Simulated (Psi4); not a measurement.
**BBr2F (dibromofluoroborane) at HF/STO-3G**

What is the vertical singlet–triplet gap of BBr2F (dibromofluoroborane) at HF/STO-3G? 

The results are computed with Psi4 1.11.

## (1) The molecule

BBr2F has 4 atoms, charge 0, and is taken as a singlet. SMILES: `FB(Br)Br`. Geometry: relaxed at PBE0-D4/def2-TZVP.

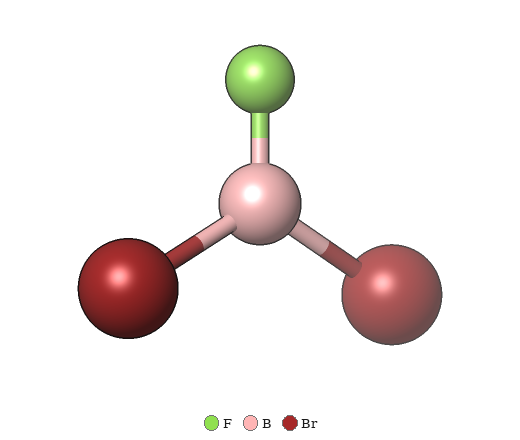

Viewed from a chosen angle; fluorine green, boron pink, bromine red.

## (2) Energy and gradient at HF/STO-3G

Contents of calc.in:

```
memory 2.2 GB

molecule molecule1 {
  0 1
  F
  B 1 1.307499
  Br 2 1.900866 1 119.13251
  Br 2 1.900886 1 119.13227 3 179.97485
  units angstrom
  symmetry c1
  no_reorient
  no_com
}

set basis STO-3G
set puream true
set e_convergence 1e-09
set d_convergence 1e-08
set scf_type pk

e_tot, wfn = gradient('hf', return_wfn=True)
oeprop(wfn, 'MULLIKEN_CHARGES', 'DIPOLE', 'MAYER_INDICES')
```

Run with:

```sh
psi4 -n 1 calc.in calc.out
```

calc.out:

```text
[...]
  Running in c1 symmetry.
[...]
  Nuclear repulsion =  430.662989381578996
[...]
  Multiplicity = 1
[...]
  Nalpha       = 42
  Nbeta        = 42
[...]
    Number of basis functions: 46
[...]
   @RHF iter   1: -5211.67210252026871   -3.30583e+00   1.09387e-02 ADIIS/DIIS
[...]
   @RHF iter  10: -5211.89025699752256    2.72848e-12   3.67937e-09 DIIS
[...]
    Orbital Energies [Eh]
    ---------------------
    Doubly Occupied:
       1A   -484.491523     2A   -484.491517     3A    -63.217813
       4A    -63.217790     5A    -57.767465     6A    -57.767459
       7A    -57.765867     8A    -57.765860     9A    -57.765611
      10A    -57.765605    11A    -26.031304    12A     -9.163477
      13A     -9.163471    14A     -7.552795    15A     -6.913818
      16A     -6.913762    17A     -6.903750    18A     -6.903655
      19A     -6.902437    20A     -6.902318    21A     -2.270548
      22A     -2.270431    23A     -2.267236    24A     -2.266891
      25A     -2.265836    26A     -2.265636    27A     -2.256211
      28A     -2.256205    29A     -2.256169    30A     -2.256163
      31A     -1.570893    32A     -0.939185    33A     -0.886070
      34A     -0.668498    35A     -0.599360    36A     -0.577377
[...]
  @RHF Final Energy: -5211.89025699752256
   => Energetics <=
    Nuclear Repulsion Energy =            430.6629893815789956
    One-Electron Energy =               -8154.0385914465750830
    Two-Electron Energy =                2511.4853450674736450
    Total Energy =                      -5211.8902569975225560
[...]
  -Total Gradient:
     Atom            X                  Y                   Z
    ------   -----------------  -----------------  -----------------
       1        0.000016926935    -0.000000616723    -0.015399728593
       2       -0.000042938451    -0.000007287775     0.010083354002
       3        0.000012354692    -0.002958925913     0.002655756209
       4        0.000013656824     0.002966830077     0.002660618220
[...]
 Multipole Moments:
 ------------------------------------------------------------------------------------
     Multipole            Electronic (a.u.)      Nuclear  (a.u.)        Total (a.u.)
 ------------------------------------------------------------------------------------
 L = 1.  Multiply by 2.5417464519 to convert [e a0] to [Debye]
 Dipole X            :          0.0000683           -0.0004002           -0.0003319
 Dipole Y            :         -0.0000217           -0.0000116           -0.0000333
 Dipole Z            :          1.9428664           -2.2624454           -0.3195790
 Magnitude           :                                                    0.3195792
[...]
  Mulliken Charges: (a.u.)
   Center  Symbol    Alpha    Beta     Spin     Total
       1     F     4.57864  4.57864  0.00000 -0.15727
       2     B     2.34255  2.34255  0.00000  0.31490
       3    BR    17.53940 17.53940  0.00000 -0.07881
       4    BR    17.53941 17.53941  0.00000 -0.07882
   Total alpha = 42.00000, Total beta = 42.00000, Total charge =  0.00000
  Mayer Bond Indices:
[...]
```

Run time: 3.9 s. Hardware: 1 thread of AMD EPYC 7R43 (Zen 3), shared host; peak memory 0.2 GiB.

## (3) The triplet

Contents of bbr2f.in:

```
memory 2200 mb

molecule {
  0 3
  F
  B 1 1.307499
  Br 2 1.900866 1 119.13251
  Br 2 1.900886 1 119.13227 3 179.97485
  symmetry c1
  no_reorient
  no_com
}

set {
  basis STO-3G
  reference uhf
  puream true
  e_convergence 1e-09
  d_convergence 1e-08
  scf_type pk
  maxiter 100
}

energy_value, wavefunction = gradient('hf', return_wfn=True)
oeprop(wavefunction, 'LOWDIN_CHARGES', 'QUADRUPOLE', 'MULLIKEN_CHARGES', title='HF')
```

Run with:

```sh
psi4 bbr2f.in bbr2f.out -n 1
```

bbr2f.out, cut to the lines that bear on the results:

```text
[...]
  Running in c1 symmetry.
[...]
  Nuclear repulsion =  430.662989381578996
[...]
  Multiplicity = 3
[...]
  Nalpha       = 43
  Nbeta        = 41
[...]
    Number of basis functions: 46
[...]
   @UHF iter   1: -5211.56104914285970   -3.19478e+00   6.58232e-03 DIIS/ADIIS
[...]
   @UHF iter  17: -5211.63831073195615   -3.63798e-12   3.63527e-09 DIIS
[...]
   @S^2 Observed:                2.012887866E+00
[...]
  @UHF Final Energy: -5211.63831073195615
   => Energetics <=
    Nuclear Repulsion Energy =            430.6629893815789956
    One-Electron Energy =               -8152.0023864302002039
    Two-Electron Energy =                2509.7010863166651689
    Total Energy =                      -5211.6383107319561532
  UHF NO Occupations:
  HONO-2 :   41  A 1.9951356
  HONO-1 :   42  A 1.0000000
[...]
  -Total Gradient:
     Atom            X                  Y                   Z
    ------   -----------------  -----------------  -----------------
       1       -0.000035912785     0.000000261179     0.060698893356
       2        0.000114610150    -0.000012142171     0.010479624714
       3       -0.000035742546     0.016443643728    -0.035592682881
       4       -0.000042954819    -0.016431763070    -0.035585835351
[...]
 Multipole Moments:
 ------------------------------------------------------------------------------------
     Multipole            Electronic (a.u.)      Nuclear  (a.u.)        Total (a.u.)
 ------------------------------------------------------------------------------------
 L = 1.  Multiply by 2.5417464519 to convert [e a0] to [Debye]
 Dipole X            :          0.0009294           -0.0004002            0.0005291
 Dipole Y            :         -0.0001778           -0.0000116           -0.0001894
 Dipole Z            :          3.0027590           -2.2624454            0.7403136
 Magnitude           :                                                    0.7403138
 L = 2.  Multiply by 1.3450342976 to convert [e a0^2] to [Debye ang]
 Quadrupole XX       :        -31.2262390            0.0000387          -31.2262002
 Quadrupole XY       :         -0.1507281            0.1512568            0.0005287
[...]
  Mulliken Charges: (a.u.)
   Center  Symbol    Alpha    Beta     Spin     Total
[...]
```

Wall time 3.9 s (1 thread of AMD EPYC 7R43 (Zen 3), shared host); peak memory 0.2 GiB.

## (4) Summary of results

Level: HF/STO-3G.

```
                                        quantity           value
                           singlet: total energy  -5211.89026 Eh
                          singlet: dipole moment          0.81 D
                            singlet: HOMO energy        -8.88 eV
                            singlet: LUMO energy         6.41 eV
                          singlet: HOMO–LUMO gap        15.29 eV
               singlet: largest force on an atom      0.792 eV/Å
                           triplet: total energy  -5211.63831 Eh
                          triplet: dipole moment          1.88 D
     triplet: HOMO energy (highest over α and β)        -2.87 eV
      triplet: LUMO energy (lowest over α and β)        -1.51 eV
                                   triplet: ⟨S²⟩           2.013
               triplet: largest force on an atom      3.121 eV/Å
vertical energy of the triplet above the singlet        6.856 eV
```

At this shape the triplet lies 6.86 eV (661 kJ/mol) above the singlet. The largest force (singlet) is 0.79 eV/Å: the shape isn't a stationary point for this species at this level. In a minimal basis such a difference can be off by several eV, whatever the method. Mulliken charges (triplet) run from -0.23 on F1 to +0.11 on Br3; they depend strongly on the basis.
